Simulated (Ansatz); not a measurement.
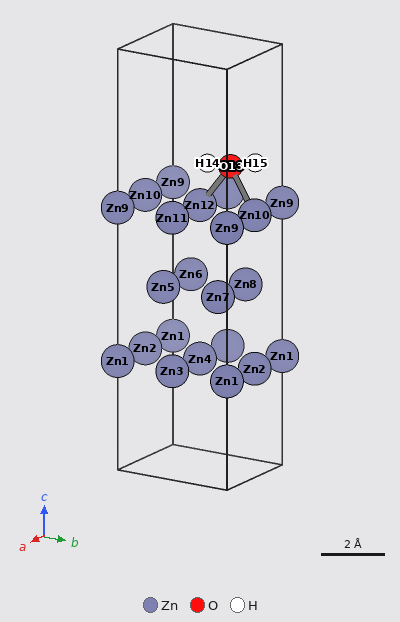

Figure 1. The structure as given in the input (ball-and-stick view of the cell of the calculation, with the vacuum cut short, seen slightly off an axis; bonded neighbours outside the cell are drawn too; atoms are numbered from 1 in the order of the input).

**Geometry relaxation, with input and output: Zn₁₂H₂O (part 1 of 3)**

- system: Zn₁₂H₂O (slab, 15 atoms in the cell)
- method: DFT PBE-D3(BJ), scalar-relativistic, plane waves, PAW, no spin polarisation (Ansatz 0.2.0)

The input holds or restrains some coordinates. It belongs to a series of runs on one base structure; here: end point A relaxed. Figures and captions count atoms from 1; the log counts them from 0 in places.

Input:
```yaml
crystal:
  lattice:
    - [5.32, 0.0, 0.0]
    - [2.66, 4.607255, 0.0]
    - [0.0, 0.0, 17.93696]
  atoms:
    - { symbol: Zn, position: [0.0, 0.0, 0.0557508] }
    - { symbol: Zn, position: [0.5, 0.0, 0.0557508] }
    - { symbol: Zn, position: [0.0, 0.5, 0.0557508] }
    - { symbol: Zn, position: [0.5, 0.5, 0.0557508] }
    - { symbol: Zn, position: [-0.1666667, 0.3333333, 0.1933706] }
    - { symbol: Zn, position: [0.3333333, 0.3333333, 0.1933706] }
    - { symbol: Zn, position: [-0.1666667, 0.8333333, 0.1933706] }
    - { symbol: Zn, position: [0.3333333, 0.8333333, 0.1933706] }
    - { symbol: Zn, position: [0.0, 0.0, 0.3309903] }
    - { symbol: Zn, position: [0.5, 0.0, 0.3309903] }
    - { symbol: Zn, position: [0.0, 0.5, 0.3309903] }
    - { symbol: Zn, position: [0.5, 0.5, 0.3309903] }
    - { symbol: O, position: [0.4756772, 0.7673265, 0.4090414] }
    - { symbol: H, position: [0.6791388, 0.6586078, 0.4201916] }
    - { symbol: H, position: [0.4197441, 0.964851, 0.4201916] }
basis:
  ecutwfc: 420.0
kpoints:
  mp_grid: { grid: [5, 5, 1] }
hamiltonian:
  xc: pbe
  dispersion: d3bj
scf:
  occupations: { method: gaussian, width: 0.05 }
  lower_state_search: "off"
relax:
  f_tol: 0.03
  max_steps: 60
  adjacent_minimum: "off"
  constraints: [{ sites: [0, 1, 2, 3] }]
output:
  write_density: true
  write_potential: true
  elf: true
  volumetric_format: npy
```

Launch command:
```bash
ansatz run input.yaml --threads 4 --pin off --max-ram 10240MiB --backend cpu --events-out ev --progress --plain --runs-dir out
```

The program's output:
```
Engine: ansatz 0.2.0, x86_64-unknown-linux-gnu
Pseudopotentials: kind: paw
Pseudopotential: Zn, paw, valence charge 12, recommended cutoff 420 eV (normal), Zn.paw.azcp
Pseudopotential: O, paw, valence charge 6, recommended cutoff 420 eV (normal), O.paw.azcp
Pseudopotential: H, paw, valence charge 1, recommended cutoff 420 eV (normal), H.paw.azcp
Functional definition: PBE
  parameter kappa = 0.804
  parameter beta = 0.06672455060314922
  exchange = pbe_x(kappa = kappa, mu = beta*pi^2/3)
  correlation = pbe_c(beta = beta)
Crystal: 15 atoms, lattice volume = 439.646 Å³
Basis set: ecut = 420 eV, 8561 PW (Γ), exchange–correlation on 72×72×240 points (8 copies of the dense FFT grid, shifted against one another)
Bands: 92, of which v1, the nominal top of the filled ones, is band 76 counted from 1 (75 counted from 0)
Symmetry: 1 space group operations
Space group: P1 (ITA 1), of the structure as read, at distance tolerance 7.6e-5 Å
k-points: 13 of 25 (time reversal used)
Non-local potential: Zn, projectors of the file, l = 0: 2, l = 1: 2, l = 2: 3, l = 3: 1
Non-local potential: O, projectors of the file, l = 0: 2, l = 1: 2, l = 2: 1
Non-local potential: H, projectors of the file, l = 0: 2, l = 1: 1
PAW form: soft (Blöchl's): semilocal exchange-correlation on the pseudo side does not see the compensation charge
PAW one-centre angular grid: Zn, 590 points (default); XC on 64 Gauss nodes
PAW one-centre angular grid: O, 110 points (default); XC on 64 Gauss nodes
PAW one-centre angular grid: H, 110 points (default); XC on 64 Gauss nodes
Initial density: superposition of atomic densities (neutral atoms: chi_scale 0, normalization atom), corrected by the library's trained network
Initial wavefunctions: pseudopotential atomic-orbital guess
Functional: x = pbe(κ = 0.804, μ = 0.2195149727645171), c = pbe(β = 0.06672455060314922)
SCF iter   1: F=—  HF=-40427.173573 eV  |F-HF|=—  |Δ(HF+E_count)|=         —  Δρ=3.62e-3  dr2=7.38e-1  ethr=1.77e-3  ⟨swp⟩=10.0  Hψ=6737  notcnv=0  defer=62
preconditioner: auto → LDOS  [metal: Δε(μ)=0.018 eV  Ē_g=10.372 eV  σ=0.050 eV  W_gap=0.20  n_scr=78 (ndim 8)  ℏωp=21.8 eV  f_vac=0.504  D(μ)=7.39/eV (n_scr^D=50)  β→1.0]
SCF iter   2: F=—  HF=-40427.135141 eV  |F-HF|=—  |Δ(HF+E_count)|=   3.84e-2  Δρ=2.55e-3  dr2=1.59e-1  ethr=4.85e-4  ⟨swp⟩=2.0  Hψ=1463  notcnv=0  defer=118
SCF iter   3: F=—  HF=-40427.139987 eV  |F-HF|=—  |Δ(HF+E_count)|=   4.85e-3  Δρ=3.61e-3  dr2=9.21e-2  ethr=1.04e-4  ⟨swp⟩=2.0  Hψ=2090  notcnv=0  defer=118
SCF iter   4: F=—  HF=-40427.124542 eV  |F-HF|=—  |Δ(HF+E_count)|=   1.54e-2  Δρ=1.66e-3  dr2=1.63e-2  ethr=6.06e-5  ⟨swp⟩=2.0  Hψ=2102  notcnv=0  defer=118
SCF iter   5: F=—  HF=-40427.120598 eV  |F-HF|=—  |Δ(HF+E_count)|=   3.94e-3  Δρ=3.03e-4  dr2=9.72e-4  ethr=1.07e-5  ⟨swp⟩=2.0  Hψ=2099  notcnv=0  defer=118
SCF iter   6: F=—  HF=-40427.120595 eV  |F-HF|=—  |Δ(HF+E_count)|=   2.58e-6  Δρ=1.64e-4  dr2=2.35e-4  ethr=6.39e-7  ⟨swp⟩=2.0  Hψ=2043  notcnv=0  defer=118
SCF iter   7: F=—  HF=-40427.120584 eV  |F-HF|=—  |Δ(HF+E_count)|=   1.14e-5  Δρ=9.40e-5  dr2=4.52e-5  ethr=1.55e-7  ⟨swp⟩=2.0  Hψ=1995  notcnv=0  defer=118
SCF iter   8: F=-40427.120581 eV  HF=-40427.120583 eV  |F-HF|=1.22e-6  |Δ(HF+E_count)|=   8.89e-7  Δρ=3.80e-5  dr2=8.86e-6  ethr=1.48e-8  ⟨swp⟩=13.4  Hψ=14173  notcnv=0
SCF 1 converged in 8 iterations: F = -40427.120581 eV  dr2 = 8.86e-6
  greatest PAW one-centre occupation: 0.985 electrons in one spin orbital (limit 2), on the Zn atom at site 9 (counted from 0), in its partial waves of l = 2
relax step   1: F+E_penalty+E_count = -40427.12058148 eV  Δ(F+E_penalty+E_count) = +0.000e0 eV  max|allowed force component| = 4.688e0 eV/Å  Δτ_max = 0.0000 Å  (8 SCF iters, dr2 threshold 2.25e-5 eV, accepted)
Initial density: handed on by an earlier stage of this run
Initial wavefunctions: those handed on with the density
iter 1 solved again at ethr=6.77e-5 eV; its pass at ethr=3.10e-3 eV (dr2=1.03e-1 eV) is discarded
SCF iter   1: F=—  HF=-40428.492849 eV  |F-HF|=—  |Δ(HF+E_count)|=         —  Δρ=7.21e-3  dr2=1.09e-1  ethr=6.77e-5  ⟨swp⟩=2.0  Hψ=5711  notcnv=0  defer=118
preconditioner: auto → LDOS  [metal: Δε(μ)=0.004 eV  Ē_g=10.331 eV  σ=0.050 eV  W_gap=0.05  n_scr=78 (ndim 8)  ℏωp=21.8 eV  f_vac=0.503  D(μ)=8.33/eV (n_scr^D=52)  β→1.0]
SCF iter   2: F=—  HF=-40428.488159 eV  |F-HF|=—  |Δ(HF+E_count)|=   4.69e-3  Δρ=2.38e-3  dr2=2.00e-2  ethr=6.77e-5  ⟨swp⟩=2.0  Hψ=2156  notcnv=0  defer=118
SCF iter   3: F=—  HF=-40428.488458 eV  |F-HF|=—  |Δ(HF+E_count)|=   2.99e-4  Δρ=2.22e-3  dr2=1.26e-2  ethr=1.32e-5  ⟨swp⟩=2.0  Hψ=2240  notcnv=0  defer=118
SCF iter   4: F=—  HF=-40428.482823 eV  |F-HF|=—  |Δ(HF+E_count)|=   5.64e-3  Δρ=4.88e-4  dr2=1.37e-3  ethr=8.27e-6  ⟨swp⟩=2.1  Hψ=2112  notcnv=0  defer=114
SCF iter   5: F=—  HF=-40428.482628 eV  |F-HF|=—  |Δ(HF+E_count)|=   1.95e-4  Δρ=1.71e-4  dr2=3.09e-4  ethr=9.02e-7  ⟨swp⟩=2.0  Hψ=2081  notcnv=0  defer=114
SCF iter   6: F=—  HF=-40428.482639 eV  |F-HF|=—  |Δ(HF+E_count)|=   1.14e-5  Δρ=1.75e-4  dr2=1.85e-4  ethr=2.03e-7  ⟨swp⟩=2.0  Hψ=2052  notcnv=0  defer=114
SCF iter   7: F=-40428.482558 eV  HF=-40428.482599 eV  |F-HF|=4.08e-5  |Δ(HF+E_count)|=   3.99e-5  Δρ=3.38e-5  dr2=4.52e-5  ethr=6.58e-8  ⟨swp⟩=12.8  Hψ=14203  notcnv=0
SCF 2 converged in 7 iterations: F = -40428.482558 eV  dr2 = 4.52e-5
relax step   2: F+E_penalty+E_count = -40428.48255850 eV  Δ(F+E_penalty+E_count) = -1.362e0 eV  max|allowed force component| = 3.007e0 eV/Å  Δτ_max = 0.1947 Å  (7 SCF iters, dr2 threshold 1.00e-4 eV, accepted)
SCF iter   1: F=—  HF=-40429.457643 eV  |F-HF|=—  |Δ(HF+E_count)|=         —  Δρ=1.13e-2  dr2=2.63e-1  ethr=9.46e-4  ⟨swp⟩=5.3  Hψ=4345  notcnv=0  defer=91
preconditioner: auto → LDOS  [metal: Δε(μ)=0.036 eV  Ē_g=10.315 eV  σ=0.050 eV  W_gap=0.35  n_scr=78 (ndim 8)  ℏωp=21.8 eV  f_vac=0.502  D(μ)=5.12/eV (n_scr^D=26)  β→1.0]
SCF iter   2: F=—  HF=-40429.435582 eV  |F-HF|=—  |Δ(HF+E_count)|=   2.21e-2  Δρ=3.16e-3  dr2=4.15e-2  ethr=1.73e-4  ⟨swp⟩=2.9  Hψ=2490  notcnv=0  defer=119
SCF iter   3: F=—  HF=-40429.427809 eV  |F-HF|=—  |Δ(HF+E_count)|=   7.77e-3  Δρ=2.17e-3  dr2=1.17e-2  ethr=2.73e-5  ⟨swp⟩=3.0  Hψ=2416  notcnv=0  defer=119
SCF iter   4: F=—  HF=-40429.422407 eV  |F-HF|=—  |Δ(HF+E_count)|=   5.40e-3  Δρ=5.20e-4  dr2=8.67e-4  ethr=7.72e-6  ⟨swp⟩=2.0  Hψ=2292  notcnv=0  defer=119
SCF iter   5: F=—  HF=-40429.422227 eV  |F-HF|=—  |Δ(HF+E_count)|=   1.79e-4  Δρ=1.41e-4  dr2=1.07e-4  ethr=5.70e-7  ⟨swp⟩=2.0  Hψ=2129  notcnv=0  defer=119
SCF iter   6: F=-40429.422221 eV  HF=-40429.422249 eV  |F-HF|=2.74e-5  |Δ(HF+E_count)|=   2.14e-5  Δρ=7.69e-5  dr2=2.89e-5  ethr=6.58e-8  ⟨swp⟩=11.3  Hψ=13087  notcnv=0
SCF 3 converged in 6 iterations: F = -40429.422221 eV  dr2 = 2.89e-5
[...]
  greatest PAW one-centre occupation: 0.985 electrons in one spin orbital (limit 2), on the Zn atom at site 11 (counted from 0), in its partial waves of l = 2
relax step   3: F+E_penalty+E_count = -40429.42222144 eV  Δ(F+E_penalty+E_count) = -9.397e-1 eV  max|allowed force component| = 1.715e0 eV/Å  Δτ_max = 0.1950 Å  (6 SCF iters, dr2 threshold 1.00e-4 eV, accepted)
preconditioner: auto → LDOS  [insulator: Δε(μ)=0.072 eV  Ē_g=10.348 eV  σ=0.050 eV  W_gap=0.65  n_scr=78 (ndim 8)  ℏωp=21.8 eV  f_vac=0.501  D(μ)=4.81/eV (n_scr^D=14)  ε∞_Penn≈5.5  β→1.0]
relax step   4: F+E_penalty+E_count = -40429.84961520 eV  Δ(F+E_penalty+E_count) = -4.274e-1 eV  max|allowed force component| = 1.029e0 eV/Å  Δτ_max = 0.1992 Å  (6 SCF iters, dr2 threshold 1.00e-4 eV, accepted)
preconditioner: auto → LDOS  [insulator: Δε(μ)=0.056 eV  Ē_g=10.388 eV  σ=0.050 eV  W_gap=0.56  n_scr=78 (ndim 8)  ℏωp=21.8 eV  f_vac=0.501  D(μ)=6.38/eV (n_scr^D=38)  ε∞_Penn≈5.4  β→1.0]
  greatest PAW one-centre occupation: 0.984 electrons in one spin orbital (limit 2), on the Zn atom at site 11 (counted from 0), in its partial waves of l = 2
relax step   5: F+E_penalty+E_count = -40430.03033042 eV  Δ(F+E_penalty+E_count) = -1.807e-1 eV  max|allowed force component| = 6.046e-1 eV/Å  Δτ_max = 0.2000 Å  (6 SCF iters, dr2 threshold 1.00e-4 eV, accepted)
preconditioner: auto → LDOS  [insulator: Δε(μ)=0.058 eV  Ē_g=10.399 eV  σ=0.050 eV  W_gap=0.57  n_scr=78 (ndim 8)  ℏωp=21.8 eV  f_vac=0.500  D(μ)=6.50/eV (n_scr^D=38)  ε∞_Penn≈5.4  β→1.0]
relax step   6: F+E_penalty+E_count = -40430.12042715 eV  Δ(F+E_penalty+E_count) = -9.010e-2 eV  max|allowed force component| = 9.648e-1 eV/Å  Δτ_max = 0.1948 Å  (5 SCF iters, dr2 threshold 1.00e-4 eV, accepted)
preconditioner: auto → LDOS  [metal: Δε(μ)=0.027 eV  Ē_g=10.442 eV  σ=0.050 eV  W_gap=0.30  n_scr=78 (ndim 8)  ℏωp=21.8 eV  f_vac=0.499  D(μ)=9.02/eV (n_scr^D=52)  β→1.0]
relax step   7: F+E_penalty+E_count = -40430.19471443 eV  Δ(F+E_penalty+E_count) = -7.429e-2 eV  max|allowed force component| = 3.156e-1 eV/Å  Δτ_max = 0.2000 Å  (7 SCF iters, dr2 threshold 1.00e-4 eV, accepted)
preconditioner: auto → LDOS  [insulator: Δε(μ)=0.255 eV  Ē_g=10.409 eV  σ=0.050 eV  W_gap=0.51  n_scr=78 (ndim 8)  ℏωp=21.8 eV  f_vac=0.497  D(μ)=10.77/eV (n_scr^D=66)  ε∞_Penn≈5.4  β→1.0]
relax step   8: F+E_penalty+E_count = -40430.23085483 eV  Δ(F+E_penalty+E_count) = -3.614e-2 eV  max|allowed force component| = 9.767e-2 eV/Å  Δτ_max = 0.1955 Å  (9 SCF iters, dr2 threshold 1.07e-5 eV, accepted)
preconditioner: auto → LDOS  [metal: Δε(μ)=0.015 eV  Ē_g=10.404 eV  σ=0.050 eV  W_gap=0.16  n_scr=78 (ndim 8)  ℏωp=21.8 eV  f_vac=0.495  D(μ)=10.47/eV (n_scr^D=64)  β→1.0]
relax step   9: F+E_penalty+E_count = -40430.24997687 eV  Δ(F+E_penalty+E_count) = -1.912e-2 eV  max|allowed force component| = 9.261e-2 eV/Å  Δτ_max = 0.2000 Å  (10 SCF iters, dr2 threshold 9.13e-7 eV, accepted)
preconditioner: auto → LDOS  [metal: Δε(μ)=0.041 eV  Ē_g=10.399 eV  σ=0.050 eV  W_gap=0.40  n_scr=78 (ndim 8)  ℏωp=21.8 eV  f_vac=0.493  D(μ)=9.03/eV (n_scr^D=52)  β→1.0]
relax step  10: F+E_penalty+E_count = -40430.26127807 eV  Δ(F+E_penalty+E_count) = -1.130e-2 eV  max|allowed force component| = 7.328e-2 eV/Å  Δτ_max = 0.1951 Å  (11 SCF iters, accepted)
preconditioner: auto → LDOS  [metal: Δε(μ)=0.050 eV  Ē_g=10.383 eV  σ=0.050 eV  W_gap=0.48  n_scr=78 (ndim 8)  ℏωp=21.8 eV  f_vac=0.493  D(μ)=8.79/eV (n_scr^D=52)  β→1.0]
relax step  11: F+E_penalty+E_count = -40430.26787139 eV  Δ(F+E_penalty+E_count) = -6.593e-3 eV  max|allowed force component| = 3.319e-1 eV/Å  Δτ_max = 0.1948 Å  (9 SCF iters, dr2 threshold 3.36e-6 eV, accepted)
preconditioner: auto → LDOS  [insulator: Δε(μ)=0.061 eV  Ē_g=10.358 eV  σ=0.050 eV  W_gap=0.56  n_scr=78 (ndim 8)  ℏωp=21.8 eV  f_vac=0.492  D(μ)=8.29/eV (n_scr^D=52)  ε∞_Penn≈5.4  β→1.0]
relax step  12: F+E_penalty+E_count = -40430.27195048 eV  Δ(F+E_penalty+E_count) = -4.079e-3 eV  max|allowed force component| = 1.789e-1 eV/Å  Δτ_max = 0.1378 Å  (5 SCF iters, dr2 threshold 6.90e-5 eV, accepted)
preconditioner: auto → LDOS  [metal: Δε(μ)=0.050 eV  Ē_g=10.366 eV  σ=0.050 eV  W_gap=0.49  n_scr=78 (ndim 8)  ℏωp=21.8 eV  f_vac=0.492  D(μ)=8.88/eV (n_scr^D=52)  β→1.0]
relax step  13: F+E_penalty+E_count = -40430.27462854 eV  Δ(F+E_penalty+E_count) = -2.678e-3 eV  max|allowed force component| = 1.380e-1 eV/Å  Δτ_max = 0.1025 Å  (6 SCF iters, dr2 threshold 9.31e-6 eV, accepted)
preconditioner: auto → LDOS  [metal: Δε(μ)=0.044 eV  Ē_g=10.373 eV  σ=0.050 eV  W_gap=0.44  n_scr=78 (ndim 8)  ℏωp=21.8 eV  f_vac=0.493  D(μ)=8.96/eV (n_scr^D=52)  β→1.0]
relax step  14: F+E_penalty+E_count = -40430.27636908 eV  Δ(F+E_penalty+E_count) = -1.741e-3 eV  max|allowed force component| = 5.964e-2 eV/Å  Δτ_max = 0.0738 Å  (7 SCF iters, dr2 threshold 5.54e-6 eV, accepted)
preconditioner: auto → LDOS  [metal: Δε(μ)=0.048 eV  Ē_g=10.363 eV  σ=0.050 eV  W_gap=0.48  n_scr=78 (ndim 8)  ℏωp=21.8 eV  f_vac=0.492  D(μ)=8.54/eV (n_scr^D=52)  β→1.0]
relax step  15: F+E_penalty+E_count = -40430.27672156 eV  Δ(F+E_penalty+E_count) = -3.525e-4 eV  max|allowed force component| = 3.051e-2 eV/Å  Δτ_max = 0.0448 Å  (9 SCF iters, accepted)
preconditioner: auto → LDOS  [metal: Δε(μ)=0.050 eV  Ē_g=10.354 eV  σ=0.050 eV  W_gap=0.50  n_scr=78 (ndim 8)  ℏωp=21.8 eV  f_vac=0.492  D(μ)=8.38/eV (n_scr^D=52)  β→1.0]
relax step  16: F+E_penalty+E_count = -40430.27681698 eV  Δ(F+E_penalty+E_count) = -9.543e-5 eV  max|allowed force component| = 2.486e-2 eV/Å  Δτ_max = 0.0107 Å  (7 SCF iters, accepted)
```

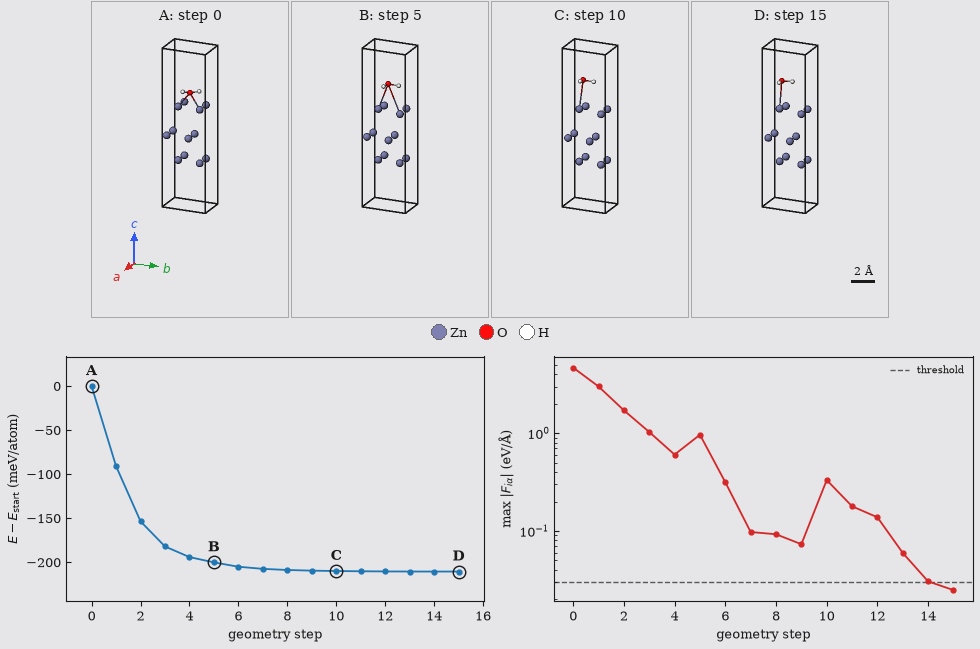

Figure 2. Frames of the restrained relaxation (ball-and-stick view of the cell of the calculation, with the vacuum cut short (origin shifted), seen slightly off an axis) above the curves, on which the letters mark them (the first geometry is step 0 here and step 1 in the log).
